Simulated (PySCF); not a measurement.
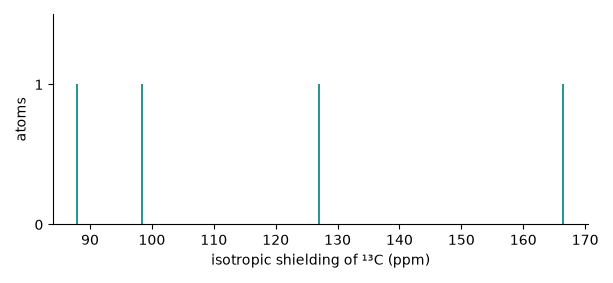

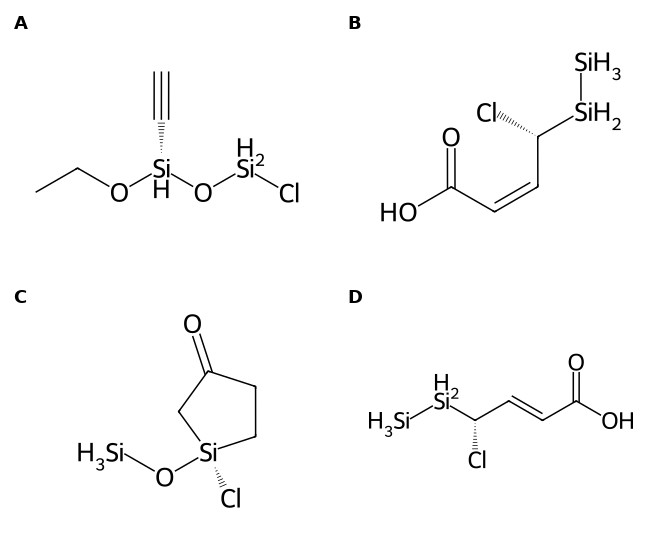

The sticks are computed shieldings of one of the molecules, for one fixed geometry (GFN2-xTB) without averaging over rotations. Low shielding means a high chemical shift. Method: GIAO PBE0/pcSseg-1 NMR shielding, non-relativistic, gas phase (PySCF 2.14.0).

Which molecule gives this pattern?

Answer. A, `C#C[Si@@H](OCC)O[SiH2]Cl`. Its 4 C atoms give lines at 88.0, 98.5, 127.0, 166.5 ppm.

The geometry is semi-empirical. Around Si such bond lengths and angles can be off by a tenth of an ångström or more and by several degrees, and values that hang on the shape move with them.
